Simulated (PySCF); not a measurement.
**B3LYP/6-31G(d) (spherical functions) run of GaCl (SMILES [Cl][Ga])**

Aim: the vertical singlet–triplet gap of GaCl at B3LYP/6-31G* (spherical functions), from 2 runs. 

The calculation is run with PySCF 2.14.0.

3 further runs of the same task are left out: 3 set aside as unsound or not needed.

## (1) The system as given

The species is GaCl (2 atoms), meant as a singlet with charge 0. As SMILES, `[Cl][Ga]`. The shape comes from GFN2-xTB, which is rough for such elements, and wasn't checked as a minimum.

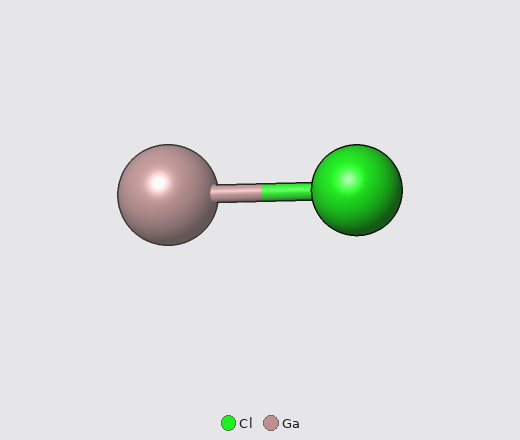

The structure, seen from a chosen angle (chlorine green, gallium pink).

## (2) A single-point energy at B3LYP/6-31G(d) (spherical functions)

calc.py reads:

```python
from pyscf import gto, dft

mol = gto.M(
    atom=[
    ('Cl', (0.000000, 0.000000, 0.000000)),
    ('Ga', (0.000000, 0.000000, 2.168600)),
],
    verbose=3,
    basis='6-31g*',
    max_memory=1860,
)

mf = dft.RKS(mol, xc='b3lyp')
mf.grids.level = 5
mf.conv_tol = 1e-10
mf.kernel()
if not mf.converged:
    mf = mf.newton().run(mf.mo_coeff, mf.mo_occ)

e_tot = mf.e_tot
print('Final energy', e_tot)
```

Command:

```
$ OMP_NUM_THREADS=1 python calc.py
```

What it wrote:

```text
converged SCF energy = -2384.88948825266
Final energy -2384.8894882526565
```

Wall time 3.6 s (1 thread of Arm Neoverse V2, shared host); peak memory 0.26 GiB.

## (3) The triplet at the same level

start.xyz reads:

```xyz
2

Cl     0.000000     0.000000     0.000000
Ga     0.000000     0.000000     2.168600
```

run.py reads:

```python
from pyscf import gto, dft

molecule = gto.M(
    atom='start.xyz',
    basis='6-31g*',
    max_memory=1860,
    verbose=3,
    charge=0,
    spin=2,
)

mf = dft.UKS(molecule, xc='b3lyp')
mf.grids.level = 5
mf.conv_tol = 1e-10
mf.kernel()
if not mf.converged:
    mf = mf.newton().run(mf.mo_coeff, mf.mo_occ)

etot = mf.e_tot
print(f'total energy: {etot:.8f} hartree')
```

Command:

```
$ OMP_NUM_THREADS=1 python run.py
```

What it wrote:

```text
WARN: HOMO -0.0673478650651831 >= LUMO -0.26333308387514

WARN: HOMO -0.173638983865159 >= LUMO -0.24034128163512

WARN: HOMO -0.143503507823528 >= LUMO -0.225948284755868

WARN: HOMO -0.144938525257364 >= LUMO -0.218502649428279

WARN: HOMO -0.142785440362403 >= LUMO -0.213615751800065

WARN: HOMO -0.143027256565452 >= LUMO -0.213323284566763

WARN: HOMO -0.143104798404573 >= LUMO -0.213351455370327

WARN: HOMO -0.143090594306625 >= LUMO -0.213317654065876

WARN: HOMO -0.143096537109283 >= LUMO -0.213315742490659

WARN: HOMO -0.143099315158451 >= LUMO -0.213318017068963

WARN: HOMO -0.143098926844218 >= LUMO -0.213317464769522

WARN: HOMO -0.143099025748886 >= LUMO -0.213317535960036

converged SCF energy = -2384.75419847348  <S^2> = 2.002644  2S+1 = 3.0017621
total energy: -2384.75419847 hartree
```

It took 6.3 s on 1 thread of Arm Neoverse V2, shared host; peak memory 0.27 GiB.

## (4) What came out

At B3LYP/6-31G* (spherical functions):

| quantity | value |
| --- | --- |
| singlet: total energy | -2384.88949 Eh |
| singlet: dipole moment | 2.01 D |
| singlet: HOMO energy | -7.31 eV |
| singlet: LUMO energy | -1.87 eV |
| singlet: HOMO–LUMO gap | 5.45 eV |
| triplet: total energy | -2384.75420 Eh |
| triplet: dipole moment | 1.56 D |
| triplet: HOMO energy (highest over α and β) | -3.89 eV |
| triplet: ⟨S²⟩ | 2.003 |
| vertical energy of the triplet above the singlet | 3.681 eV |

What this shows: At this shape the triplet lies 3.68 eV (85 kcal/mol) above the singlet.
